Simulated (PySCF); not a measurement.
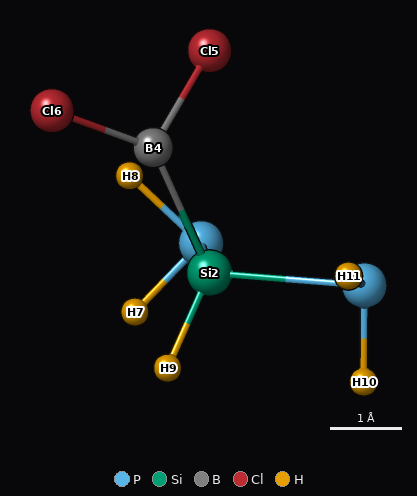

**Figure 1.** The input geometry (ball-and-stick view, seen at a tilt; atoms are numbered from 1 in the order of the input). Bond lengths as drawn: B–Cl 1.72 to 1.77 Å, B–Si 2.12 Å, H–P 1.35 to 1.45 Å, H–Si 1.53 Å and P–Si 2.32 to 2.34 Å.

**NMR shielding calculation of BSiP2H5Cl2**

The run: NMR shielding calculation of BSiP2H5Cl2, SMILES P[SiH](P)B(Cl)Cl. Method and program: GIAO PBE0/pcSseg-1 NMR shielding, non-relativistic, gas phase (PySCF 2.14.0).

The geometry comes from this level: GFN2-xTB, MD frame at 250 fs, 400 K. It belongs to a series of runs on one base structure; here: MD frame at 250 fs, 400 K. Figures and captions count atoms from 1; the log counts them from 0 in places.

**Input file**
```
{"job": {"kind": "nmr", "xc": "PBE0", "basis": "pcSseg-1", "pop": false}, "charge": 0, "multiplicity": 1}
P      2.046500     0.010200     0.045100
Si    -0.250100     0.042700     0.404300
P     -1.438100     1.288800    -1.184100
B     -0.807500    -1.982800     0.092900
Cl    -0.054600    -2.509800    -1.425400
Cl    -1.314600    -3.347000     1.017800
H      2.228200     0.283700     1.358600
H      2.231500    -1.344800     0.311200
H     -0.676900     0.723600     1.709500
H     -1.416000     2.409100    -0.390900
H     -2.791000     0.818800    -0.948600
```

The first line tells a small driver script what to run in PySCF; the rest is the geometry in Å.

Command:
```bash
OMP_NUM_THREADS=1 python <driver script> task.json out
```

**Output**
```
coarse grid: 12312 points
cycle   1  E = -1919.6466162824  dE =  3.162e-01  |g| = 3.130e-01  |ddm| = 3.070e+00
cycle   2  E = -1919.6175725336  dE =  2.904e-02  |g| = 4.546e-01  |ddm| = 9.172e-01
cycle   3  E = -1919.6779503535  dE = -6.038e-02  |g| = 4.054e-02  |ddm| = 5.581e-01
cycle   4  E = -1919.6783317829  dE = -3.814e-04  |g| = 1.804e-02  |ddm| = 7.627e-02
cycle   5  E = -1919.6784253189  dE = -9.354e-05  |g| = 3.623e-03  |ddm| = 2.820e-02
cycle   6  E = -1919.6784289539  dE = -3.635e-06  |g| = 1.526e-03  |ddm| = 8.378e-03
final grid: 97344 points
cycle   7  E = -1919.7095413576  dE = -2.581e-05  |g| = 3.815e-03  |ddm| = 2.336e-02
cycle   8  E = -1919.7095404043  dE =  9.534e-07  |g| = 3.587e-03  |ddm| = 8.317e-03
cycle   9  E = -1919.7095440561  dE = -3.652e-06  |g| = 9.508e-04  |ddm| = 5.115e-03
cycle  10  E = -1919.7095442882  dE = -2.321e-07  |g| = 2.013e-04  |ddm| = 1.118e-03
cycle  11  E = -1919.7095442994  dE = -1.127e-08  |g| = 3.069e-05  |ddm| = 2.781e-04
cycle  12  E = -1919.7095442997  dE = -2.524e-10  |g| = 1.108e-05  |ddm| = 5.993e-05
```

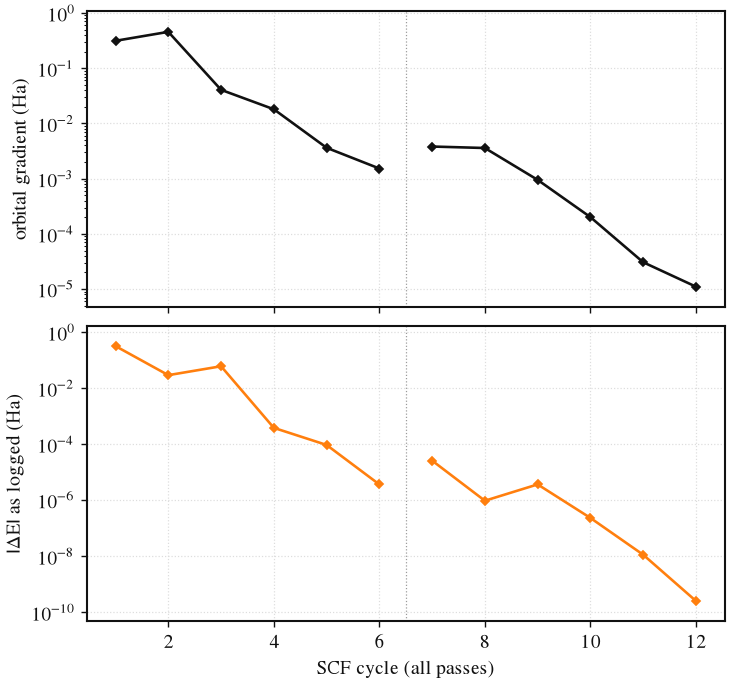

**Figure 2.** Convergence of the self-consistent field: orbital gradient and size of the energy change against the SCF cycle. The dotted line marks the change from a coarse to the final integration grid. The first 6 cycles use a coarse grid, the final grid takes over at cycle 7, and the field converges after 12 cycles in all.

```
converged SCF energy = -1919.7095442997

GIAO shielding tensors (ppm)
atom      isotropic    diamagn.    paramagn.     s11        s22        s33       span
  0 P      598.982     966.036    -367.054    493.206    639.101    664.639    171.433
  1 Si     383.514     878.140    -494.625    331.491    387.278    431.774    100.283
  2 P      547.999     965.719    -417.720    502.140    559.262    582.595     80.455
  3 B       23.185     194.321    -171.136    -44.897     24.699     89.754    134.651
  4 Cl     502.603    1148.436    -645.833    150.395    571.072    786.341    635.946
  5 Cl     559.853    1147.365    -587.511    247.068    582.823    849.669    602.601
  6 H       30.574      30.214       0.360     25.019     27.415     39.288     14.269
  7 H       30.179      29.797       0.383     24.057     29.408     37.073     13.016
  8 H       25.458      28.078      -2.620     21.149     24.310     30.914      9.765
  9 H       29.720      29.633       0.087     24.483     27.331     37.348     12.865
 10 H       28.555      27.963       0.592     23.401     26.626     35.638     12.237
```

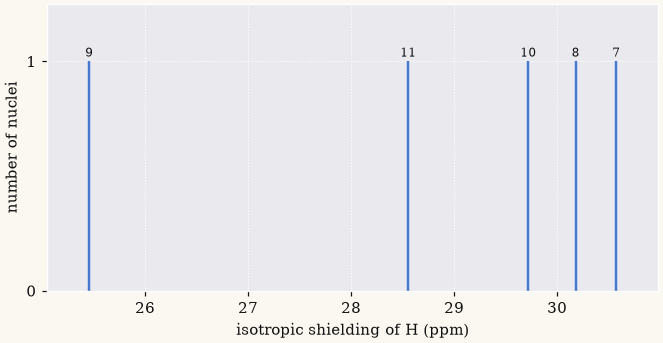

**Figure 3.** Isotropic shieldings of the hydrogen nuclei in this fixed geometry, labelled by atom number; shielding grows to the right, so chemical shift grows to the left. The least shielded is H9 (25.5 ppm), the most shielded H7 (30.6 ppm).

**Results in brief**

| quantity | value |
| --- | --- |
| outcome | converged |
| total energy | −1919.709544 hartree |
| HOMO | −7.19 eV |
| LUMO | −2.42 eV |
| dipole moment | 2.15 D |
| isotropic shielding, P | 548.0 to 599.0 ppm |
| isotropic shielding, Si | 383.5 ppm |
| isotropic shielding, B | 23.2 ppm |
| isotropic shielding, Cl | 502.6 to 559.9 ppm |
| isotropic shielding, H | 25.5 to 30.6 ppm |
| hardware | 1 CPU thread, shared host |
| wall time | 17 s |
| peak memory | 0.74 GiB |
